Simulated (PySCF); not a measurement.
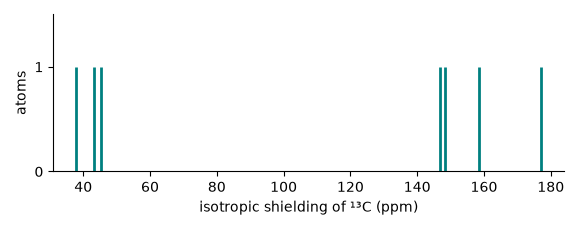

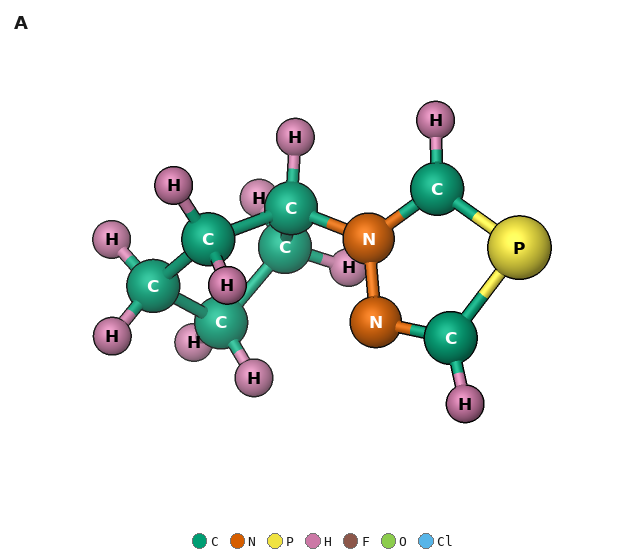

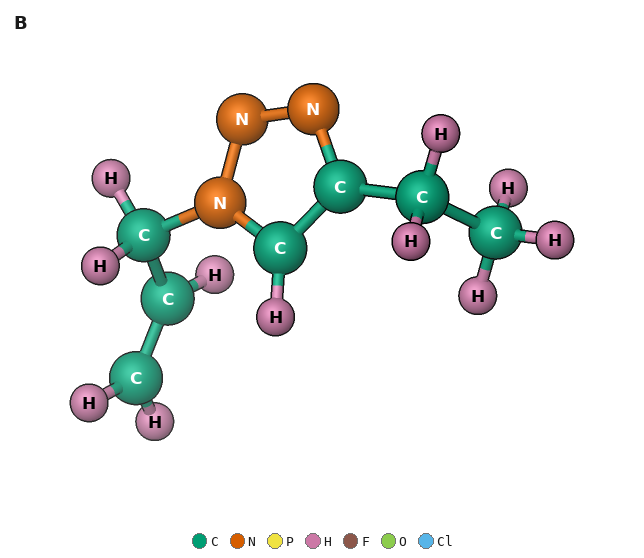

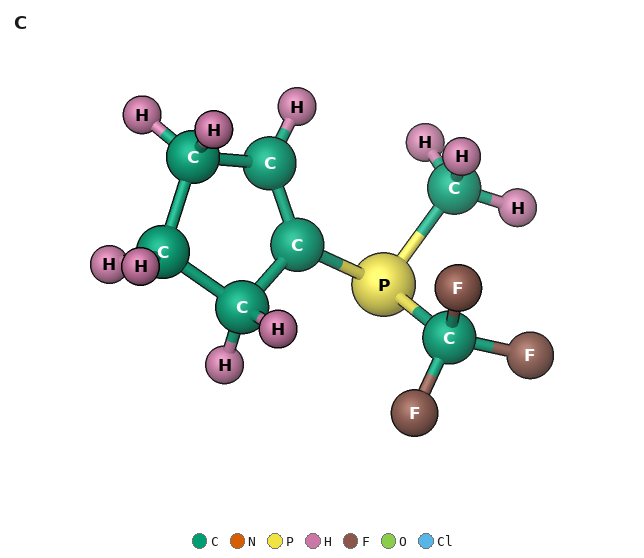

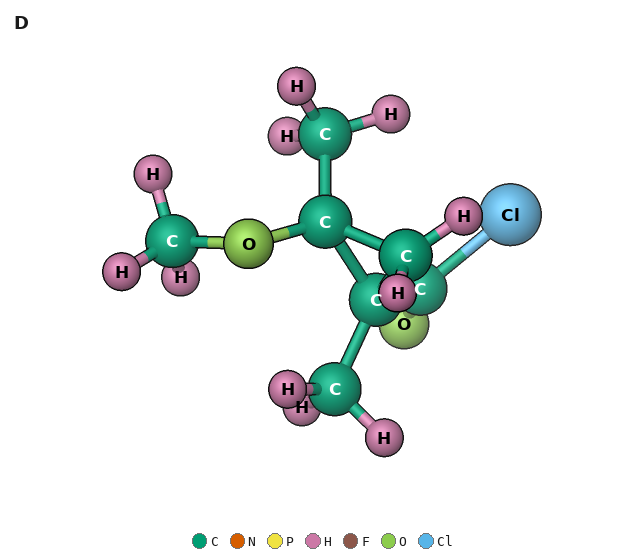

The sticks are computed shieldings of one of the molecules, for one fixed geometry (GFN2-xTB) without averaging over rotations. Low shielding means a high chemical shift. Method: GIAO PBE0/pcSseg-1 NMR shielding, non-relativistic, gas phase (PySCF 2.14.0).

Question: Match the spectrum to a structure.

Answer: C, `CP(C1=CCCC1)C(F)(F)F`. Its 7 C atoms give lines at 37.9, 43.1, 45.3, 147.0, 148.4, 158.6, 177.0 ppm.

The geometry is semi-empirical. Around P such bond lengths and angles can be off by a tenth of an ångström or more and by several degrees, and values that hang on the shape move with them.
